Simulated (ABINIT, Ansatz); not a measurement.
# SnF3 (Fm-3m): one start, several treatments of the self-energy

Wanted: the gap of SnF3 (Fm-3m) under several approximations, with cost.

Program: ABINIT 10.8.3. Level of theory: PBEsol and many-body steps on it, plane waves. Results are calculated unless marked as measured.

## Step 1: The structure

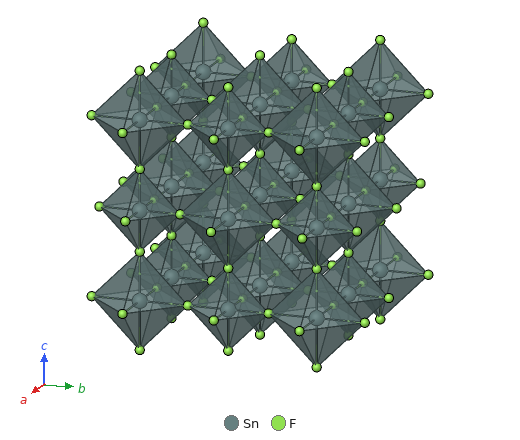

The cell as given, slightly off an axis (tin teal, fluorine green). This picture shows the conventional cell, with its axes. Some periodic images of atoms are drawn too.

The cell and positions are those that the Materials Project relaxed with its own functionals (PBE, PBE+U or r2SCAN), kept fixed.

## Step 2: Empty states on the mesh, 2×2×2 mesh, 586 bands

This step: ABINIT 10.8.3; DFT, PBEsol, plane waves, norm-conserving pseudopotentials.

The sums over transitions need many empty states on a uniform mesh; this step solves for them.

run.abi

```
acell 3*1.0 Angstrom
rprim 
  -0.000000000000 4.348975944800 4.348975944800
  4.348975944800 0.000000000000 4.348975944800
  4.348975944800 4.348975944800 -0.000000000000
ntypat 2
znucl 50 9
natom 8
typat 1 1 2 2 2 2 2 2
xred 
  0.500000000000 0.500000000000 0.500000000000
  0.000000000000 0.000000000000 -0.000000000000
  0.728190550000 0.271809450000 0.728190550000
  0.271809450000 0.271809450000 0.728190550000
  0.271809450000 0.728190550000 0.271809450000
  0.271809450000 0.728190550000 0.728190550000
  0.728190550000 0.271809450000 0.271809450000
  0.728190550000 0.728190550000 0.271809450000
pp_dirpath "pseudos"
pseudos "Sn.upf, F.upf"
ecut 38
ngkpt 2 2 2
nshiftk 1
shiftk 0 0 0
kptopt 1
chksymbreak 0
iscf -2
irdden 1
istwfk *1
nband 586
nbdbuf 52
tolwfr 1e-09
nstep 60
prtvol 0
indata_prefix "in"
outdata_prefix "out"
tmpdata_prefix "tmp"
```

Started as:

```
OMP_NUM_THREADS=1 mpirun -n 8 abinit run.abi > log
```

Numbers of over 12 decimals in the logs are rounded to 6 here.

Log:

```text
.Version 10.8.3 of ABINIT. v10.8.2 released Aug 2026.

 Symmetries : space group Fm -3 m (#225); Bravais cF (face-center cubic)
[... echo of the input left out ...]
== DATASET  1 ==================================================================
-   mpi_nproc: 8, omp_nthreads: 1 (-1 if OMP is not activated)
-    --> not optimal distribution: autoparal keyword recommended in input file <--

--- !DatasetInfo
iteration_state: {dtset: 1, }
dimensions: {natom: 8, nkpt: 3, mband: 586, nsppol: 1, nspinor: 1, nspden: 1, mpw: 12434, }
cutoff_energies: {ecut:  38.0, pawecutdg:  -1.0, }
[...]
4.48798    4.48798    4.52105    4.52106    4.52106    4.54780    4.55671    4.55674
   4.62140    4.62947    4.63127    4.63414    4.65228    4.66471    4.66594    4.66953
   4.67146    4.67513
 prteigrs : prtvol=0 or 1, do not print more k-points.

== END DATASET(S) ==============================================================
================================================================================

 -outvars: echo values of variables after computation  --------
            nband         586
             nkpt           3
          spgroup         225
 [... the other variables as echoed above ...]

 Calculation completed.
```

It took 18 min on 8 MPI ranks of AMD EPYC 7R43, shared host; peak memory 1.3 GiB; 2.3 h of CPU time.

This step gave:

| Item | Value |
| --- | --- |
| gap | 2.831 eV |
| k of the valence top | 0.5, 0.5, 0 |
| k of the conduction bottom | 0.5, 0, 0 |
| least direct gap | 3.379 eV |
| k points computed | 3 |
| lowest point of the top converged band, above the valence top | 115.9877 eV |

On this mesh the gap is 2.831 eV.

The density comes from a self-consistent run that is not shown.

## Step 3: Screening, 2×2×2 mesh, 243 bands, screening to 141.5 eV

The RPA dielectric matrix is built and inverted for each q.

This step: RPA screening on PBEsol, plane waves, norm-conserving pseudopotentials.

run.abi: that of step 2 with these lines changed.

```diff
@@ -26,10 +26,11 @@
 chksymbreak 0
-iscf -2
-irdden 1
 istwfk *1
-nband 586
-nbdbuf 52
-tolwfr 1e-09
-nstep 60
-prtvol 0
+occopt 1
+irdwfk 1
+optdriver 3
+nband 243
+ecuteps 5.2
+inclvkb 2
+awtr 1
+symchi 1
 indata_prefix "in"
```

Log:

```text
.Version 10.8.3 of ABINIT. v10.8.2 released Aug 2026.

 Symmetries : space group Fm -3 m (#225); Bravais cF (face-center cubic)
[... echo of the input left out ...]
== DATASET  1 ==================================================================
-   mpi_nproc: 8, omp_nthreads: 1 (-1 if OMP is not activated)

--- !DatasetInfo
iteration_state: {dtset: 1, }
dimensions: {natom: 8, nkpt: 3, mband: 243, nsppol: 1, nspinor: 1, nspden: 1, mpw: 12434, }
cutoff_energies: {ecut:  38.0, pawecutdg:  -1.0, }
electrons: {nelect:   8.60000000E+01, charge:   0.00000000E+00, occopt:   1.00000000E+00, tsmear:   1.00000000E-02, }

 SCREENING: Calculation of the susceptibility and dielectric matrices

 Based on a program developped by R.W. Godby, V. Olevano, G. Onida, and L. Reining.
 Incorporated in ABINIT by V. Olevano, G.-M. Rignanese, and M. Torrent.
.Using double precision arithmetic ; gwpc =  8

[... cell and pseudopotentials left out ...]
--------------------------------------------------------------------------------

 ==== K-mesh for the wavefunctions ====
 Number of points in the irreducible wedge :     3
[... list of points left out ...]
 Together with 48 symmetry operations and time-reversal symmetry
 yields     8 points in the full Brillouin Zone.

 ==== Q-mesh for the screening function ====
 Number of points in the irreducible wedge :     3
[... list of points left out ...]
 Together with 48 symmetry operations and time-reversal symmetry
 yields     8 points in the full Brillouin Zone.

 setmesh: FFT mesh size selected  =    45x   45x   45
          total number of points  =        91125

 vcoul_init : cutoff-mode = AUXILIARY_FUNCTION
 q-points for optical limit:   1
     1)      0.000010    0.000020    0.000030

- screening: taking advantage of time-reversal symmetry
- Maximum band index for partially occupied states nbvw = 43
- Remaining bands to be divided among processors   nbcw = 200
- Number of bands treated by each node ~25

 Number of electrons calculated from density =   86.0000; Expected =   86.0000
 average of density, n =  0.077466
 r_s =    1.4552
 omega_plasma =   26.8479 [eV]

 calculating chi0 at frequencies [eV] :
  1    0.000000E+00    0.000000E+00
  2    0.000000E+00    2.684794E+01

--------------------------------------------------------------------------------
  q-point number  1        q = ( 0.000000, 0.000000, 0.000000) [r.l.u.]
--------------------------------------------------------------------------------
[... chi0 elements left out ...]
 For q-point:  0.000010 0.000020 0.000030
  dielectric constant =   2.7819
  dielectric constant without local fields =   3.0791

  Average fulfillment of the sum rule on Im[epsilon] for q-point    1 :     51.17  [%]
[... wings left out ...]
  q-point number  2        q = ( 0.500000, 0.000000, 0.000000) [r.l.u.]
--------------------------------------------------------------------------------
[... chi0 elements left out ...]
  Average fulfillment of the sum rule on Im[epsilon] for q-point    2 :     56.19  [%]

 [... 1 further q-points ...]
```

Elapsed: 71 s, on 8 MPI ranks; peak memory 4.5 GiB; 9.4 min of CPU time.

Numbers from this step:

- ε∞ with local fields, on this mesh, along the program's q direction: 2.782
- the same without local fields: 3.079
- plasma frequency: 26.85 eV
- plane waves in the screening matrix: 609

Local fields lower ε∞ by 10 %. On a Γ-centred mesh this coarse the value itself is usually too large, while a short band sum pulls it down.

## Step 4: G0W0, Godby-Needs plasmon pole

The self-energy is evaluated for the states that the input lists, and the levels follow from it, in one-shot runs by the linearised quasiparticle equation.

This step: G0W0 on PBEsol, plane waves, norm-conserving pseudopotentials.

run.abi: that of step 3 with these lines changed.

```diff
@@ -29,8 +29,19 @@
 irdwfk 1
-optdriver 3
+optdriver 4
 nband 243
+gwcalctyp 0
+ecutsigx 38
+symsigma 1
+nkptgw 3
+kptgw 
+  0.5000000000 0.5000000000 0.0000000000
+  0.5000000000 0.0000000000 0.0000000000
+  0.0000000000 0.0000000000 0.0000000000
+bdgw 
+  42 45
+  42 46
+  40 47
 ecuteps 5.2
-inclvkb 2
-awtr 1
-symchi 1
+irdscr 1
+ppmodel 1
 indata_prefix "in"
```

Log:

```text
.Version 10.8.3 of ABINIT. v10.8.2 released Aug 2026.

 Symmetries : space group Fm -3 m (#225); Bravais cF (face-center cubic)
[... echo of the input left out ...]
== DATASET  1 ==================================================================
-   mpi_nproc: 8, omp_nthreads: 1 (-1 if OMP is not activated)

--- !DatasetInfo
iteration_state: {dtset: 1, }
dimensions: {natom: 8, nkpt: 3, mband: 243, nsppol: 1, nspinor: 1, nspden: 1, mpw: 12434, }
cutoff_energies: {ecut:  38.0, pawecutdg:  -1.0, }
electrons: {nelect:   8.60000000E+01, charge:   0.00000000E+00, occopt:   1.00000000E+00, tsmear:   1.00000000E-02, }

 SIGMA: Calculation of the GW corrections

 Based on a program developped by R.W. Godby, V. Olevano, G. Onida, and L. Reining.
 Incorporated in ABINIT by V. Olevano, G.-M. Rignanese, and M. Torrent.
.Using double precision arithmetic ; gwpc =  8

[... cell and pseudopotentials left out ...]
--------------------------------------------------------------------------------

 ==== K-mesh for the wavefunctions ====
 Number of points in the irreducible wedge :     3
[... list of points left out ...]
 Together with 48 symmetry operations and time-reversal symmetry
 yields     8 points in the full Brillouin Zone.

 ==== Q-mesh for screening function ====
 Number of points in the irreducible wedge :     3
[... list of points left out ...]
 Together with 48 symmetry operations and time-reversal symmetry
 yields     8 points in the full Brillouin Zone.

 vcoul_init : cutoff-mode = AUXILIARY_FUNCTION
 q-points for optical limit:   1
     1)      0.000010    0.000020    0.000030
 setmesh: FFT mesh size selected  =    72x   72x   72
          total number of points  =       373248

 Number of electrons calculated from density =   86.0000; Expected =   86.0000
 average of density, n =  0.077466
 r_s =    1.4552
 omega_plasma =   26.8479 [eV]

 === KS Band Gaps ===
  >>>> For spin  1
   Minimum direct gap =   3.3794 [eV], located at k-point      :   0.5000  0.0000  0.0000
   Fundamental gap    =   2.8313 [eV], Top of valence bands at :   0.5000  0.5000  0.0000
                                       Bottom of conduction at :   0.5000  0.0000  0.0000
 SIGMA fundamental parameters:
 PLASMON POLE MODEL  1
 number of plane-waves for SigmaX                12387
 number of plane-waves for SigmaC and W            609
 number of plane-waves for wavefunctions         12387
 number of bands                                   243
 number of independent spin polarizations            1
 number of spinorial components                      1
 number of k-points in IBZ                           3
 number of q-points in IBZ                           3
 number of symmetry operations                      48
 number of k-points in BZ                            8
 number of q-points in BZ                            8
 number of frequencies for dSigma/dE                 9
 frequency step for dSigma/dE [eV]                0.25
 number of omega for Sigma on real axis              0
 max omega for Sigma on real axis  [eV]           0.00
 zcut for avoiding poles [eV]                     0.10

 EPSILON^-1 parameters (SCR file):
 dimension of the eps^-1 matrix on file            609
 dimension of the eps^-1 matrix used               609
 number of plane-waves for wavefunctions         12387
 number of bands                                   243
 number of q-points in IBZ                           3
 number of frequencies                               2
 number of real frequencies                          1
 number of imag frequencies                          1

 matrix elements of self-energy operator (all in [eV])

 Perturbative Calculation

--- !SelfEnergy_ee
iteration_state: {dtset: 1, }
kpoint     : [   0.500,    0.500,    0.000, ]
spin       : 1
KS_gap     :    4.334
QP_gap     :    7.265
Delta_QP_KS:    2.931
data: !SigmaeeData |
     Band     E0 <VxcDFT>   SigX SigC(E0)      Z dSigC/dE  Sig(E)    E-E0       E
       42  -2.553 -22.525 -30.153   5.706   0.782  -0.279 -24.028  -1.504  -4.057
       43  -0.165 -19.734 -22.495   2.014   0.821  -0.218 -20.347  -0.613  -0.777
       44   4.170 -19.501 -14.261  -2.439   0.827  -0.208 -17.184   2.318   6.488
       45   5.276 -12.422  -8.215  -2.495   0.851  -0.175 -10.965   1.457   6.733

--- !SelfEnergy_ee
iteration_state: {dtset: 1, }
kpoint     : [   0.500,    0.000,    0.000, ]
spin       : 1
KS_gap     :    3.379
QP_gap     :    5.952
Delta_QP_KS:    2.573
data: !SigmaeeData |
     Band     E0 <VxcDFT>   SigX SigC(E0)      Z dSigC/dE  Sig(E)    E-E0       E
       42  -2.661 -22.300 -29.945   5.691   0.782  -0.279 -23.827  -1.528  -4.189
       43  -0.713 -18.312 -21.036   1.807   0.824  -0.214 -19.067  -0.756  -1.468
[...]
--- !SelfEnergy_ee
iteration_state: {dtset: 1, }
kpoint     : [   0.000,    0.000,    0.000, ]
spin       : 1
KS_gap     :    7.440
QP_gap     :   10.398
Delta_QP_KS:    2.958
data: !SigmaeeData |
     Band     E0 <VxcDFT>   SigX SigC(E0)      Z dSigC/dE  Sig(E)    E-E0       E
[...]
45   5.192 -12.018  -7.105  -3.029   0.853  -0.172 -10.411   1.607   6.799
       46   5.192 -12.018  -7.105  -3.029   0.853  -0.172 -10.411   1.607   6.799
       47   5.192 -12.018  -7.105  -3.029   0.853  -0.172 -10.411   1.607   6.799

 New Fermi energy :        6.810054E-02 Ha ,    1.853110E+00 eV

 === QP Band Gaps ===
  >>>> For spin  1
   Minimum direct gap =   5.9520 [eV], located at k-point      :   0.5000  0.0000  0.0000
   Fundamental gap    =   5.2610 [eV], Top of valence bands at :   0.5000  0.5000  0.0000
                                       Bottom of conduction at :   0.5000  0.0000  0.0000

== END DATASET(S) ==============================================================
================================================================================

 -outvars: echo values of variables after computation  --------
           etotal      0.0000000000E+00
            nband         243
             nkpt           3
          spgroup         225
 [... the other variables as echoed above ...]

 Calculation completed.
```

Run time: 53 s. Hardware: 8 MPI ranks; peak memory 3.9 GiB; 7 min of CPU time.

Numbers from this step:

* G0W0 gap on the points computed: 5.261 eV
* starting gap on the mesh: 2.831 eV
* k of the valence top: 0.5, 0.5, 0
* k of the conduction bottom: 0.5, 0, 0
* Z at the valence top: 0.821
* Z at the conduction bottom: 0.847
* least direct G0W0 gap on the computed points: 5.952 eV

The gap on the mesh goes from 2.83 eV to 5.26 eV, a correction of +2.43 eV.

## Step 5: G0W0, von der Linden-Horsch plasmon pole

run.abi: that of step 4 with these lines changed.

```diff
@@ -45,3 +45,3 @@
 irdscr 1
-ppmodel 1
+ppmodel 3
 indata_prefix "in"
```

Log:

```text
.Version 10.8.3 of ABINIT. v10.8.2 released Aug 2026.

 Symmetries : space group Fm -3 m (#225); Bravais cF (face-center cubic)
[... echo of the input left out ...]
== DATASET  1 ==================================================================
-   mpi_nproc: 8, omp_nthreads: 1 (-1 if OMP is not activated)

--- !DatasetInfo
iteration_state: {dtset: 1, }
dimensions: {natom: 8, nkpt: 3, mband: 243, nsppol: 1, nspinor: 1, nspden: 1, mpw: 12434, }
cutoff_energies: {ecut:  38.0, pawecutdg:  -1.0, }
electrons: {nelect:   8.60000000E+01, charge:   0.00000000E+00, occopt:   1.00000000E+00, tsmear:   1.00000000E-02, }

 SIGMA: Calculation of the GW corrections

 Based on a program developped by R.W. Godby, V. Olevano, G. Onida, and L. Reining.
 Incorporated in ABINIT by V. Olevano, G.-M. Rignanese, and M. Torrent.
.Using double precision arithmetic ; gwpc =  8

[... cell and pseudopotentials left out ...]
--------------------------------------------------------------------------------

 ==== K-mesh for the wavefunctions ====
 Number of points in the irreducible wedge :     3
[... list of points left out ...]
 Together with 48 symmetry operations and time-reversal symmetry
 yields     8 points in the full Brillouin Zone.

 ==== Q-mesh for screening function ====
 Number of points in the irreducible wedge :     3
[... list of points left out ...]
 Together with 48 symmetry operations and time-reversal symmetry
 yields     8 points in the full Brillouin Zone.

 vcoul_init : cutoff-mode = AUXILIARY_FUNCTION
 q-points for optical limit:   1
     1)      0.000010    0.000020    0.000030
 setmesh: FFT mesh size selected  =    72x   72x   72
          total number of points  =       373248

 Number of electrons calculated from density =   86.0000; Expected =   86.0000
[...]
Perturbative Calculation

--- !SelfEnergy_ee
iteration_state: {dtset: 1, }
kpoint     : [   0.500,    0.500,    0.000, ]
spin       : 1
KS_gap     :    4.334
QP_gap     :    7.668
Delta_QP_KS:    3.333
data: !SigmaeeData |
     Band     E0 <VxcDFT>   SigX SigC(E0)      Z dSigC/dE  Sig(E)    E-E0       E
       42  -2.553 -22.525 -30.153   5.546   0.889  -0.125 -24.376  -1.851  -4.404
       43  -0.165 -19.734 -22.495   1.793   0.905  -0.105 -20.610  -0.876  -1.040
       44   4.170 -19.501 -14.261  -2.541   0.910  -0.098 -17.044   2.458   6.628
[...]
--- !SelfEnergy_ee
iteration_state: {dtset: 1, }
kpoint     : [   0.500,    0.000,    0.000, ]
spin       : 1
KS_gap     :    3.379
QP_gap     :    6.227
Delta_QP_KS:    2.848
data: !SigmaeeData |
     Band     E0 <VxcDFT>   SigX SigC(E0)      Z dSigC/dE  Sig(E)    E-E0       E
[...]
--- !SelfEnergy_ee
iteration_state: {dtset: 1, }
kpoint     : [   0.000,    0.000,    0.000, ]
spin       : 1
KS_gap     :    7.440
QP_gap     :   11.083
Delta_QP_KS:    3.642
data: !SigmaeeData |
     Band     E0 <VxcDFT>   SigX SigC(E0)      Z dSigC/dE  Sig(E)    E-E0       E
[...]
46   5.192 -12.018  -7.105  -3.347   0.930  -0.075 -10.561   1.457   6.649
       47   5.192 -12.018  -7.105  -3.347   0.930  -0.075 -10.561   1.457   6.649

 New Fermi energy :        6.179380E-02 Ha ,    1.681495E+00 eV

 === QP Band Gaps ===
  >>>> For spin  1
   Minimum direct gap =   6.2271 [eV], located at k-point      :   0.5000  0.0000  0.0000
   Fundamental gap    =   5.4434 [eV], Top of valence bands at :   0.5000  0.5000  0.0000
                                       Bottom of conduction at :   0.5000  0.0000  0.0000

== END DATASET(S) ==============================================================
================================================================================

 -outvars: echo values of variables after computation  --------
           etotal      0.0000000000E+00
            nband         243
             nkpt           3
          spgroup         225
 [... the other variables as echoed above ...]

 Calculation completed.
```

Run time: 28 s. Hardware: 8 MPI ranks; peak memory 3.8 GiB.

This step gave:

- G0W0 gap on the points computed: 5.443 eV
- starting gap on the mesh: 2.831 eV
- k of the valence top: 0.5, 0.5, 0
- k of the conduction bottom: 0.5, 0, 0
- Z at the valence top: 0.905
- Z at the conduction bottom: 0.922
- least direct G0W0 gap on the computed points: 6.227 eV

Against G0W0 in ABINIT (2×2×2 mesh, 243 bands, screening to 141.5 eV, Godby-Needs plasmon pole), the gap moves by +0.182 eV.

## Step 6: G0W0, Hybertsen-Louie plasmon pole

run.abi: that of step 5 with these lines changed.

```diff
@@ -45,3 +45,3 @@
 irdscr 1
-ppmodel 3
+ppmodel 2
 indata_prefix "in"
```

Log:

```text
.Version 10.8.3 of ABINIT. v10.8.2 released Aug 2026.

 Symmetries : space group Fm -3 m (#225); Bravais cF (face-center cubic)
[... echo of the input left out ...]
== DATASET  1 ==================================================================
-   mpi_nproc: 8, omp_nthreads: 1 (-1 if OMP is not activated)

--- !DatasetInfo
iteration_state: {dtset: 1, }
dimensions: {natom: 8, nkpt: 3, mband: 243, nsppol: 1, nspinor: 1, nspden: 1, mpw: 12434, }
cutoff_energies: {ecut:  38.0, pawecutdg:  -1.0, }
[...]
Minimum direct gap =   6.2683 [eV], located at k-point      :   0.5000  0.0000  0.0000
   Fundamental gap    =   5.5088 [eV], Top of valence bands at :   0.5000  0.5000  0.0000
                                       Bottom of conduction at :   0.5000  0.0000  0.0000

== END DATASET(S) ==============================================================
================================================================================

 -outvars: echo values of variables after computation  --------
           etotal      0.0000000000E+00
            nband         243
             nkpt           3
          spgroup         225
 [... the other variables as echoed above ...]

 Calculation completed.
```

Wall time 52 s (8 MPI ranks); peak memory 4.2 GiB.

Numbers from this step:

```
G0W0 gap on the points computed              : 5.509 eV
starting gap on the mesh                     : 2.831 eV
k of the valence top                         : 0.5, 0.5, 0
k of the conduction bottom                   : 0.5, 0, 0
least direct G0W0 gap on the computed points : 6.269 eV
```

Against G0W0 in ABINIT (2×2×2 mesh, 243 bands, screening to 141.5 eV, Godby-Needs plasmon pole), the gap moves by +0.248 eV.

(Part 1 of 2 ends here.)

[Paths, hosts, dates, memory and timing lines, banners, echoed tables and standing remarks are left out of the program output.]

[Logs are printed without paths, hosts, clocks, repeated set-up lines and the standing remarks that a program may print on its own settings, such as how far it seeks lower states.]

[Runs of the session that timed out or met a known fault of the program may be left out.]

[Hosts, paths, dates, database ids (printed as entryN), source tags and the programs' standing remarks are cut or masked in the printed files.]

[G0W0 gaps are taken among the corrected bands and points alone; a level outside them can change the order at an edge.]

[Where Ansatz stands beside ABINIT at settings called matched, ABINIT's density can come from a denser mesh and the files from another edition; pairs whose starting gaps differed by over 0.03 eV were left out, so agreement reads better than it is.]
